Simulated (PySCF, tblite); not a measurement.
**C3H8BClN2: geometry, infrared bands and NMR shifts**

Wanted: the infrared bands and NMR shifts of C3H8BClN2 (`NB(Cl)NC1CC1`), by calculation.

Computed with tblite 0.8.0 and PySCF 2.14.0, with density-fitted response routines of our own, on a single molecule in the gas phase. Atoms are numbered from 0 throughout.

**1. The molecule as given**

15 atoms, charge 0, multiplicity 1; geometry from: force field or distance geometry start.

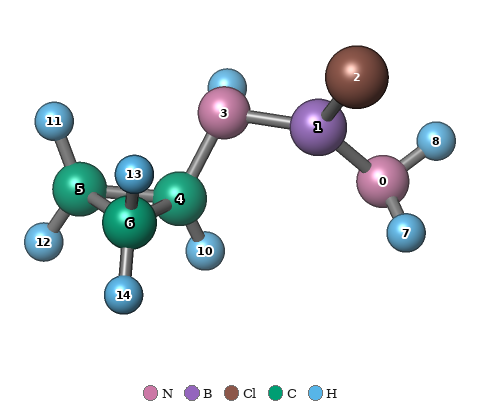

The starting geometry (nitrogen pink, boron purple, chlorine brown, carbon teal, hydrogen blue), atoms numbered.

**2. Relaxing the molecule with GFN2-xTB**

Job settings and geometry (Å):

```
{"job": {"kind": "relax", "xc": "GFN2-xTB", "basis": "xTB"}, "charge": 0, "multiplicity": 1}
N      2.430900     0.200200     0.920100
B      1.492600     0.704900    -0.191300
Cl     1.730800     2.388200    -0.877800
N      0.407100    -0.201900    -0.752500
C     -0.538400    -0.536200     0.328700
C     -1.889000    -0.988600    -0.218200
C     -1.734400     0.401300     0.386300
H      2.340400     0.876100     1.723100
H      3.404300     0.276900     0.561100
H      0.867100    -1.099900    -1.034500
H     -0.189500    -1.050400     1.242300
H     -1.991900    -0.990800    -1.320300
H     -2.426900    -1.706600     0.446700
H     -1.733300     1.223800    -0.355700
H     -2.174200     0.511000     1.407800
```

Run with:

```console
$ OMP_NUM_THREADS=1 python probes_run.py task.json out
```

One launch serves the whole session: the jobs run in the order shown.

Standard output:

```text
step      E/eV     max force
  0    -601.87657    2.299
  1    -602.18628    1.489
  2    -602.42816    0.543
  3    -602.44897    0.436
  4    -602.46979    0.260
  5    -602.47969    0.329
  6    -602.49102    0.349
  7    -602.49709    0.218
  8    -602.50026    0.124
  9    -602.50204    0.097
 10    -602.50362    0.102
 11    -602.50513    0.114
 12    -602.50653    0.104
 13    -602.50760    0.099
 14    -602.50838    0.072
 15    -602.50903    0.058
 16    -602.50956    0.062
 17    -602.50996    0.066
 18    -602.51032    0.056
 19    -602.51073    0.055
 20    -602.51134    0.067
 21    -602.51234    0.087
 22    -602.51413    0.124
 23    -602.51844    0.342
 24    -602.48615    2.064
 25    -602.52707    0.247
 26    -602.53633    0.372
 27    -602.48688    1.245
 28    -602.53841    0.751
 29    -602.56716    2.082
 30    -602.61584    1.026
 31    -602.77245    0.893
 32    -602.90326    1.660
 33    -603.03854    3.780
 34    -603.19604    1.064
 35    -603.24709    1.868
 36    -603.43318    0.966
 37    -603.52204    1.172
 38    -603.55902    0.742
 39    -603.58286    0.498
 40    -603.60391    0.367
 41    -603.62795    0.469
 42    -603.64503    0.405
 43    -603.66051    0.304
 44    -603.67307    0.317
 45    -603.68713    0.307
 46    -603.70392    0.360
 47    -603.72365    0.313
 48    -603.74387    0.583
 49    -603.75994    0.319
 50    -603.77742    0.699
 51    -603.79443    0.558
 52    -603.82179    0.489
 53    -603.83525    0.487
 54    -603.87304    0.594
 55    -603.88942    0.424
 56    -603.90179    0.202
 57    -603.90762    0.216
 58    -603.91503    0.212
 59    -603.92161    0.231
 60    -603.92892    0.220
 61    -603.93362    0.248
 62    -603.93861    0.168
 63    -603.94129    0.225
 64    -603.94410    0.131
 65    -603.94610    0.129
 66    -603.95023    0.186
 67    -603.95273    0.129
 68    -603.95741    0.129
 69    -603.96020    0.115
 70    -603.96234    0.124
 71    -603.96420    0.123
 72    -603.96635    0.139
 73    -603.96823    0.123
 74    -603.96952    0.088
 75    -603.97039    0.085
 76    -603.97122    0.083
 77    -603.97240    0.088
 78    -603.97363    0.093
 79    -603.97499    0.090
 80    -603.97608    0.088
 81    -603.97693    0.081
 82    -603.97763    0.069
 83    -603.97832    0.073
 84    -603.97897    0.071
 85    -603.97951    0.053
 86    -603.98002    0.053
 87    -603.98062    0.058
 88    -603.98140    0.069
 89    -603.98223    0.063
 90    -603.98266    0.059
 91    -603.98293    0.039
 92    -603.98317    0.035
 93    -603.98344    0.047
 94    -603.98369    0.033
 95    -603.98389    0.027
 96    -603.98401    0.029
 97    -603.98409    0.023
 98    -603.98415    0.019
 99    -603.98421    0.018
100    -603.98426    0.016
101    -603.98430    0.018
102    -603.98433    0.014
103    -603.98437    0.010
104    -603.98438    0.010
```

It took 1.1 s on 1 thread of Arm Neoverse N1, shared host; peak memory 0.18 GiB.

Along the way: (not every step is listed)

| step | energy from step 0 (eV) | largest force (eV/Å) |
| --- | --- | --- |
| 0 | 0.0000 | 2.2986 |
| 1 | -0.3097 | 1.4887 |
| 2 | -0.5516 | 0.5431 |
| 3 | -0.5724 | 0.4360 |
| 4 | -0.5932 | 0.2600 |
| 5 | -0.6031 | 0.3293 |
| 6 | -0.6145 | 0.3491 |
| 7 | -0.6205 | 0.2179 |
| 8 | -0.6237 | 0.1238 |
| 17 | -0.6334 | 0.0657 |
| 26 | -0.6598 | 0.3723 |
| 35 | -1.3705 | 1.8678 |
| 44 | -1.7965 | 0.3173 |
| 53 | -1.9587 | 0.4874 |
| 62 | -2.0620 | 0.1677 |
| 71 | -2.0876 | 0.1234 |
| 80 | -2.0995 | 0.0884 |
| 89 | -2.1057 | 0.0632 |
| 98 | -2.1076 | 0.0193 |
| 99 | -2.1076 | 0.0180 |
| 100 | -2.1077 | 0.0158 |
| 101 | -2.1077 | 0.0179 |
| 102 | -2.1078 | 0.0145 |
| 103 | -2.1078 | 0.0103 |
| 104 | -2.1078 | 0.0098 |

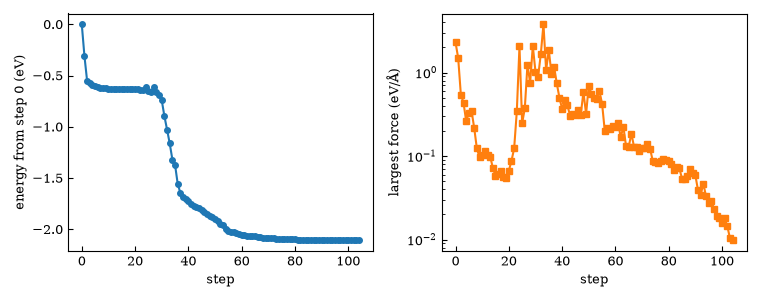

Energy and largest force along the relaxation.

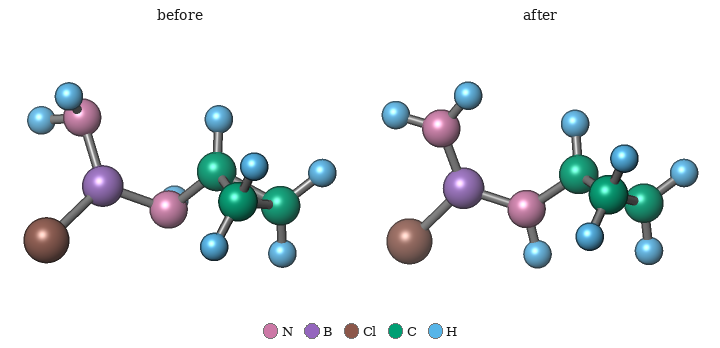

Before and after, at one scale.

Close pairs (by a distance rule), those that changed most:

```
  bond  before (Å)  after (Å)  change (Å)
 N0–B1       1.540      1.399      -0.141
 B1–N3       1.522      1.402      -0.120
B1–Cl2       1.833      1.754      -0.079
 N0–H7       1.053      1.003      -0.050
 N3–C4       1.475      1.427      -0.048
 N3–H9       1.048      1.008      -0.039
C6–H14       1.118      1.079      -0.039
C5–H12       1.117      1.079      -0.038
```

The next job starts from the end point, and lists it.

**3. Infrared spectrum with GFN2-xTB**

Job settings and geometry (Å):

```
{"job": {"kind": "ir", "xc": "GFN2-xTB", "basis": "xTB"}, "charge": 0, "multiplicity": 1}
N      2.307383     0.617395     0.930846
B      1.743571     0.509900    -0.344489
Cl     2.708213     1.020080    -1.717715
N      0.460252     0.012437    -0.610709
C     -0.494422    -0.470773     0.333696
C     -1.797075    -1.029261    -0.142840
C     -1.771477     0.287746     0.580765
H      1.821022     0.388164     1.777626
H      3.236764     0.965047     1.081209
H      0.109567     0.043134    -1.555544
H     -0.024962    -0.946783     1.186200
H     -1.994677    -1.015548    -1.204371
H     -2.207016    -1.889855     0.362720
H     -1.942049     1.182289     0.002356
H     -2.159509     0.334018     1.586096
```

Standard output:

```text
mode    cm-1     km/mol
  1      16.4      0.48
  2      87.0      0.95
  3     134.0      2.21
  4     254.5      1.68
  5     330.9      1.34
  6     378.1      4.08
  7     403.0      1.22
  8     414.7    112.82
  9     430.8     31.47
 10     469.2      7.51
 11     530.5    148.03
 12     627.1      5.81
 13     790.8      1.62
 14     839.4     13.45
 15     852.0      0.70
 16     893.9     27.05
 17     961.0     15.52
 18    1019.9     18.02
 19    1058.9      0.07
 20    1069.6     48.17
 21    1081.3     15.57
 22    1088.9      1.65
 23    1151.5      0.36
 24    1209.0    108.33
 25    1248.4      1.04
 26    1300.0     24.95
 27    1383.1     69.83
 28    1432.4      0.52
 29    1451.8    330.49
 30    1485.5    108.42
 31    1521.9    298.94
 32    3032.8     25.43
 33    3087.3     17.94
 34    3094.8     23.15
 35    3096.7      6.44
 36    3116.3     55.47
 37    3465.9     16.04
 38    3527.6     10.24
 39    3567.4      4.86
```

It took 0.69 s on 1 thread of Arm Neoverse N1, shared host; peak memory 0.18 GiB.

Which atoms move in the most intense modes:

```csv
cm⁻¹,km/mol,atoms
415,112.8,"H7 74 %, N0 14 %"
530,148.0,"H9 71 %, N3 15 %"
1209,108.3,"N3 24 %, C4 23 %, H10 15 %, B1 11 %"
1383,69.8,"B1 29 %, C4 16 %, H9 14 %, H10 10 %"
1452,330.5,"B1 26 %, N3 26 %"
1486,108.4,"C4 17 %, C5 16 %, C6 12 %, H11 12 %"
1522,298.9,"H7 34 %, H8 32 %, N0 19 %, B1 11 %"
3116,55.5,"H13 38 %, H14 25 %, H12 17 %"
```

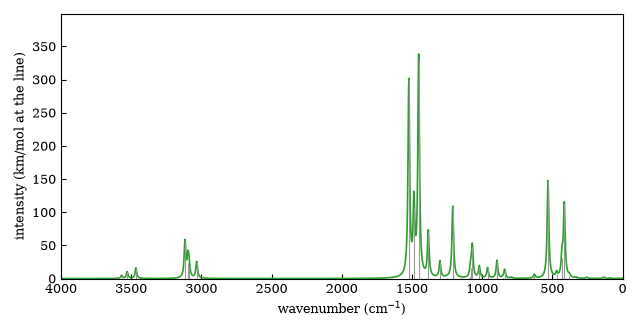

The infrared spectrum from these modes, unscaled. Lines are broadened to a width of 14 cm⁻¹ (Lorentzian).

**4. Shielding tensors: PBE0/pcSseg-1**

The job, as its differences from that of step 3:

```diff
@@ -1,2 +1,2 @@
-{"job": {"kind": "ir", "xc": "GFN2-xTB", "basis": "xTB"}, "charge": 0, "multiplicity": 1}
+{"job": {"kind": "nmr", "xc": "PBE0", "basis": "pcSseg-1"}, "charge": 0, "multiplicity": 1}
 N      2.307383     0.617395     0.930846
```

Method: GIAO PBE0/pcSseg-1 NMR shielding, non-relativistic, gas phase.

Standard output:

```text
coarse grid: 13056 points
cycle   1  E = -713.1933579264  dE =  1.040e+00  |g| = 4.897e-01  |ddm| = 3.375e+00
cycle   2  E = -713.1883432671  dE =  5.015e-03  |g| = 5.417e-01  |ddm| = 7.665e-01
cycle   3  E = -713.2506379616  dE = -6.229e-02  |g| = 5.621e-02  |ddm| = 3.822e-01
cycle   4  E = -713.2512945560  dE = -6.566e-04  |g| = 2.212e-02  |ddm| = 6.688e-02
cycle   5  E = -713.2513863582  dE = -9.180e-05  |g| = 5.259e-03  |ddm| = 1.887e-02
cycle   6  E = -713.2513918504  dE = -5.492e-06  |g| = 1.831e-03  |ddm| = 5.272e-03
final grid: 121544 points
cycle   7  E = -713.2857398987  dE = -4.194e-05  |g| = 9.265e-03  |ddm| = 3.217e-02
cycle   8  E = -713.2857316528  dE =  8.246e-06  |g| = 1.107e-02  |ddm| = 1.578e-02
cycle   9  E = -713.2857599733  dE = -2.832e-05  |g| = 7.441e-04  |ddm| = 8.511e-03
cycle  10  E = -713.2857600681  dE = -9.477e-08  |g| = 2.854e-04  |ddm| = 8.268e-04
cycle  11  E = -713.2857600849  dE = -1.678e-08  |g| = 7.409e-05  |ddm| = 2.428e-04
cycle  12  E = -713.2857600860  dE = -1.118e-09  |g| = 2.084e-05  |ddm| = 7.497e-05
cycle  13  E = -713.2857600861  dE = -8.822e-11  |g| = 6.789e-06  |ddm| = 1.780e-05
converged SCF energy = -713.2857600861

GIAO shielding tensors (ppm)
atom      isotropic    diamagn.    paramagn.     s11        s22        s33       span
  0 N      204.198     317.206    -113.008    162.366    208.204    242.025     79.659
  1 B       76.619     194.228    -117.609     49.460     82.954     97.442     47.982
  2 Cl     911.241    1148.237    -236.996    799.638    904.059   1030.026    230.388
  3 N      172.455     321.374    -148.920    135.511    163.475    218.379     82.868
  4 C      158.833     242.581     -83.748    120.528    144.250    211.721     91.194
  5 C      178.154     253.936     -75.782    146.700    174.848    212.913     66.212
  6 C      176.606     252.883     -76.276    141.588    173.713    214.517     72.929
  7 H       29.180      32.816      -3.636     21.945     27.988     37.607     15.662
  8 H       29.116      29.158      -0.042     22.393     26.780     38.174     15.781
  9 H       29.726      33.912      -4.186     20.557     32.976     35.644     15.087
 10 H       29.527      31.836      -2.309     22.406     29.796     36.378     13.972
 11 H       31.475      31.516      -0.041     26.122     29.143     39.159     13.037
 12 H       30.969      30.321       0.648     25.081     26.700     41.126     16.045
 13 H       31.534      31.511       0.023     26.576     28.990     39.036     12.460
 14 H       31.217      30.952       0.265     25.780     26.734     41.137     15.357
```

Run time: 37 s. Hardware: 1 thread of Arm Neoverse N1, shared host; peak memory 0.74 GiB.

The references, computed at this level on geometries of the same kind, shield at (ppm): 1H TMS 31.72, 13C TMS 186.9, 15N NH3 267.7, 11B BF3·OEt2 100.1, 35Cl HCl 950. Their shielding less the atom's gives the shift. The references are single molecules in the gas phase, so shifts against H2O, NH3, PH3, H3PO4 or CFCl3 are not on the usual liquid scales and can be off by tens of ppm. Atoms listed in one row are averaged.

| atoms | environment | σ (ppm) | δ (ppm) | δ scaled to CDCl3 |
| --- | --- | --- | --- | --- |
| C4 | three-membered-ring carbon | 158.8 | 28.1 | 25.5 |
| C5, C6 | three-membered-ring carbon | 177.4 | 9.5 | 7.4 |
| H7, H8 | hydrogen on a nitrogen bonded to B | 29.15 | 2.57 | – |
| H10 | hydrogen on a three-membered-ring carbon | 29.53 | 2.19 | 2.17 |
| H9 | hydrogen on a nitrogen bonded to C, B | 29.73 | 1.99 | – |
| H12, H14 | hydrogen on a three-membered-ring carbon | 31.09 | 0.62 | 0.69 |
| H11, H13 | hydrogen on a three-membered-ring carbon | 31.50 | 0.21 | 0.31 |
| N3 | nitrogen bonded to C, B, H | 172.5 | 95.3 | – |
| N0 | nitrogen bonded to B, 2 H | 204.2 | 63.5 | – |
| B1 | boron bonded to Cl, 2 N | 76.6 | 23.4 | – |
| Cl2 | chlorine bonded to B | 911 | 39 | – |

The scaled column applies a straight-line fit of computed shieldings to shifts measured in CDCl3, with any fitted terms for Cl, Br or S neighbours (root-mean-square error 0.16 ppm for H, 1.9 ppm for C).

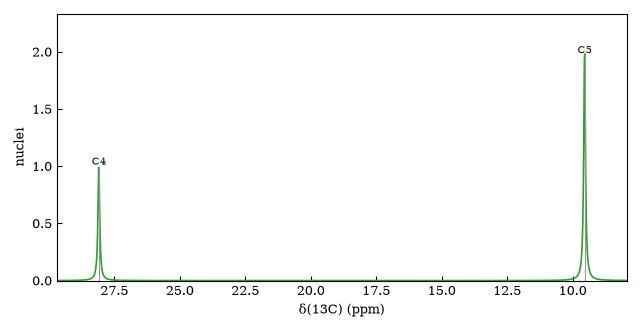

13C lines at the computed shifts, without couplings. Lines are broadened to a width of 0.08 ppm (Lorentzian).

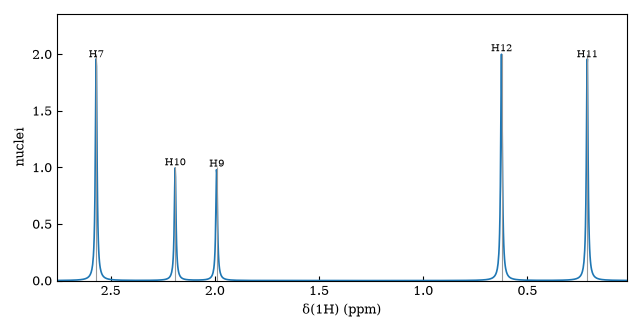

1H lines at the computed shifts, without couplings. Lines are broadened to a width of 0.01 ppm (Lorentzian).

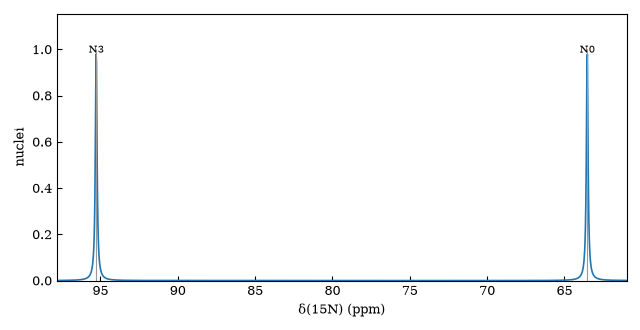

15N lines at the computed shifts, without couplings. Lines are broadened to a width of 0.13 ppm (Lorentzian).

The run also stored atomic charges by several schemes (e):

```
 atoms  Mulliken    IAO  Hirshfeld  ESP fit
    N0     -0.47  -0.60      -0.27    -0.85
    B1      0.51   0.25       0.16     0.44
   Cl2     -0.31  -0.15      -0.13    -0.23
    N3     -0.47  -0.43      -0.19    -0.65
    C4     -0.07  -0.02       0.01     0.18
C5, C6     -0.20  -0.31      -0.10    -0.34
```

Hirshfeld charges:

N0 -0.27; B1 0.16; Cl2 -0.13; N3 -0.19; C4 0.01; C5 -0.09; C6 -0.10; H7 0.12; H8 0.13; H9 0.12; H10 0.05; H11 0.05; H12 0.05; H13 0.05; H14 0.05

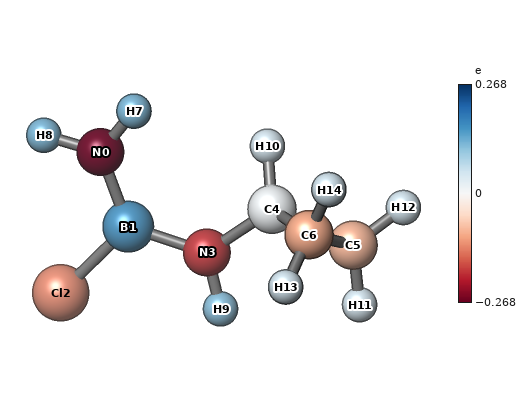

Hirshfeld charges, as colours on the atoms.

Mayer bond orders: N0–B1 1.25, B1–Cl2 0.97, B1–N3 1.20, N3–C4 0.97, C4–C5 0.97, C5–C6 0.96, C6–C4 0.95.

Ring of atoms C4, C5, C6: NICS(0) -41.3, NICS(1) -8.3, NICS(1)zz -20.8 ppm (means of both faces).

The two faces differ (NICS(1)zz -18.1 and -23.5 ppm).

In rings of three or four atoms NICS is ruled by the nearby σ bonds, so it says little on aromaticity.

**5. Summary of results**

| quantity | value |
| --- | --- |
| strongest single infrared mode (GFN2-xTB) | 1452 cm⁻¹, 330 km/mol |
| zero-point energy (GFN2-xTB) | 74.2 kcal/mol |
| 13C shifts against TMS (PBE0/pcSseg-1, means over atoms taken as alike) | 28.1, 9.5 ppm |
| 1H shifts against TMS (PBE0/pcSseg-1, means over atoms taken as alike) | 2.57, 2.19, 1.99, 0.62, 0.21 ppm |
| 15N shifts against NH3 (PBE0/pcSseg-1) | 95.3, 63.5 ppm |
| 11B shifts against BF3·OEt2 (PBE0/pcSseg-1) | 23.4 ppm |
| 35Cl shifts against HCl (PBE0/pcSseg-1) | 39 ppm |

**Reading.** Relaxing lowered the energy by 2.108 eV in 104 steps; the close pair that moved most is N0–B1, from 1.540 to 1.399 Å. All 39 modes are real, so the xTB geometry is a minimum. The strongest single mode, at 1452 cm⁻¹, is spread over many atoms; the largest shares are those of B1, N3. GFN2-xTB is a fitted tight-binding method: band positions and strengths are rough. Its intensities can rank the bands wrongly. At PBE0/pcSseg-1: The widest tensor belongs to Cl2: span 230 ppm, with a paramagnetic part of -237 ppm.
